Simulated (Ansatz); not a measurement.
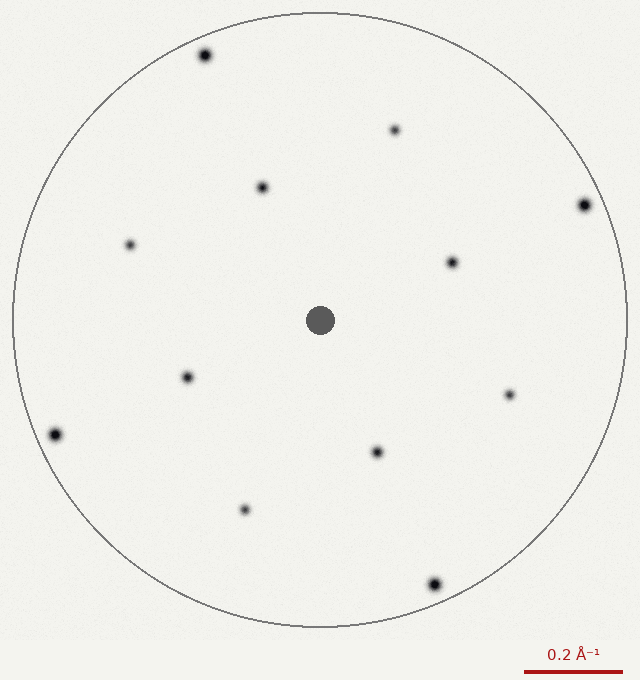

Simulated LEED pattern at 90 eV and normal incidence, from the upper face of a slab model. Spot positions follow from the surface net; brightness is a rough single-scattering estimate from the outer layers, good only for telling present from absent.

Question: Find the real-space surface cell from the pattern.

Answer: The spots form a square reciprocal net with shortest vectors 0.297 and 0.297 Å⁻¹ at 90.0°. The primitive real-space mesh has edges 3.37 and 3.37 Å at 90.0° (or its supplement) and area 11.4 Å².

The slab has composition MnH4 (5 atoms a cell, 0.0 Å thick). Structure: coordinates from a relaxation with DFT PBE, scalar-relativistic, plane waves, PAW (Ansatz); the starting structure was generated, so it need not be a known form of this composition.
